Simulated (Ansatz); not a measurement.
# SiF2 (SMILES F[Si]F) at FCI/STO-6G

What is the energy difference between two shapes of SiF2 at FCI/STO-6G? 

The results are computed with Ansatz 0.2.0.

10 further runs of the same task are left out: 5 for a known fault of the program, 5 set aside as unsound or not needed.

**1. The system as given**

SiF2 has 3 atoms, charge 0, and is taken as a singlet. As SMILES, `F[Si]F`. Geometry: relaxed at PBE0-D4/def2-TZVP.

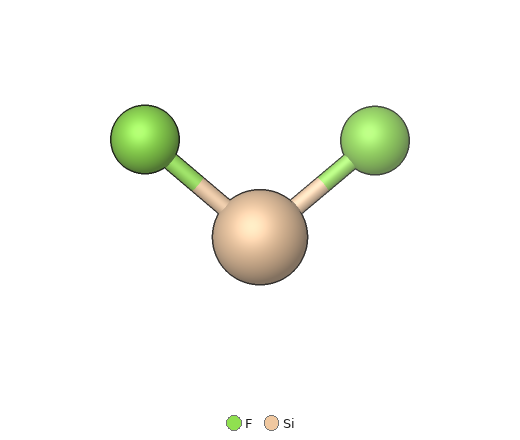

Viewed from a chosen angle; fluorine green, silicon light orange.

**2. The energy at FCI/STO-6G**

Contents of run.yaml:

```yaml
basis:
  gaussian:
    orbitals: STO-6G.json
crystal:
  periodic: [false, false, false]
  atoms:
    - {symbol: F, position_ang: [0.166300, 1.246800, 0.229400]}
    - {symbol: Si, position_ang: [-0.594900, -0.046400, -0.330100]}
    - {symbol: F, position_ang: [0.428600, -1.200400, 0.100700]}
accuracy: high
output: {orbitals: {seedname: orbitals}}
correlation:
  method: fci
scf:
  lower_state_search: light
```

The basis set STO-6G is read from a file made from the Basis Set Exchange's data (not shown).

Run with:

```bash
$ ansatz run run.yaml --threads 1 --pin off --max-ram 2610MiB --events-out events.jsonl --progress --plain --runs-dir runs
```

What it wrote:

```text
Warning: RAYON_NUM_THREADS=1 ignored (pool sized by the plan → 1); use --threads N
Functional definition: HF
  name "HF"
  exchange = exact_x
  correlation = 0
342 factors; integrals over basis functions are off by at most 1.1e-8 eV
mean field evaluation 1: about -13217.3854 eV, gradient 2.2e1 eV
mean field evaluation 2: about -13217.4437 eV, gradient 2.2e1 eV
mean field evaluation 4: about -13219.8125 eV, gradient 1.1e0 eV
mean field evaluation 8: about -13219.8206 eV, gradient 2.8e-2 eV
mean field -13219.82063785 eV, -485.8194477247 hartree, gradient 6.1e-8 eV, S^2 0.000000; 0 other end points of the search recorded, 0 dependent functions left out
7 core orbitals not correlated: weight in the atoms' cores, before any rotation towards them, 1.000 or more for the frozen orbitals, at most 0.000 for the correlated occupied ones
reference -13219.82063785 eV, -485.8194477247 hartree; 9, 9 occupied and 3, 3 virtual orbitals, 342 factors
state -13222.24430531 eV, -485.9085158610 hartree
Total energy: -13222.24430531 eV, -485.9085158610 hartree
```

Run time: 1.2 s. Hardware: 1 thread of Intel Xeon Platinum 8375C at 2.90GHz (Ice Lake), shared host; peak memory 0.11 GiB.

**3. The distorted shape, same level**

Contents of run.yaml:

```yaml
basis:
  gaussian:
    orbitals: STO-6G.json
crystal:
  periodic: [false, false, false]
  atoms:
    - {symbol: F, position_ang: [0.082038, 1.251505, 0.229940]}
    - {symbol: Si, position_ang: [-0.573986, 0.064631, -0.411430]}
    - {symbol: F, position_ang: [0.373944, -1.252052, 0.087145]}
accuracy: high
output: {orbitals: {seedname: orbitals}}
correlation:
  method: fci
scf:
  lower_state_search: light
```

The basis set STO-6G is read from a file made from the Basis Set Exchange's data (not shown).

Run with:

```bash
$ ansatz run run.yaml --threads 1 --pin off --max-ram 2610MiB --events-out events.jsonl --progress --plain --runs-dir runs
```

What it wrote:

```text
Warning: RAYON_NUM_THREADS=1 ignored (pool sized by the plan → 1); use --threads N
[... 4 set-up lines as earlier in the session ...]
342 factors; integrals over basis functions are off by at most 1.8e-8 eV
mean field evaluation 1: about -13216.8755 eV, gradient 2.1e1 eV
mean field evaluation 2: about -13216.9360 eV, gradient 2.1e1 eV
mean field evaluation 4: about -13219.3381 eV, gradient 1.2e0 eV
mean field evaluation 8: about -13219.3499 eV, gradient 3.5e-2 eV
mean field -13219.34992998 eV, -485.8021495294 hartree, gradient 6.2e-9 eV, S^2 0.000000; 0 other end points of the search recorded, 0 dependent functions left out
7 core orbitals not correlated: weight in the atoms' cores, before any rotation towards them, 1.000 or more for the frozen orbitals, at most 0.000 for the correlated occupied ones
reference -13219.34992998 eV, -485.8021495294 hartree; 9, 9 occupied and 3, 3 virtual orbitals, 342 factors
state -13221.78158754 eV, -485.8915112965 hartree
Total energy: -13221.78158754 eV, -485.8915112965 hartree
```

Wall time 0.6 s (1 thread of Intel Xeon Platinum 8375C at 2.90GHz (Ice Lake), shared host); peak memory 0.12 GiB.

**4. Summary of results**

Level: FCI/STO-6G, 7 core orbitals frozen.

| quantity | value |
| --- | --- |
| first shape: total energy | -485.90852 Eh |
| first shape: correlation energy (7 core orbitals frozen) | -89.1 mEh |
| distorted shape: total energy | -485.89151 Eh |
| distorted shape: correlation energy (7 core orbitals frozen) | -89.4 mEh |
| energy change with the atoms displaced | 0.463 eV |

With the atoms displaced the energy rises by 0.46 eV (44.6 kJ/mol). The first shape isn't relaxed at this level, so the change isn't measured from a minimum. The minimal basis adds a large error of its own.
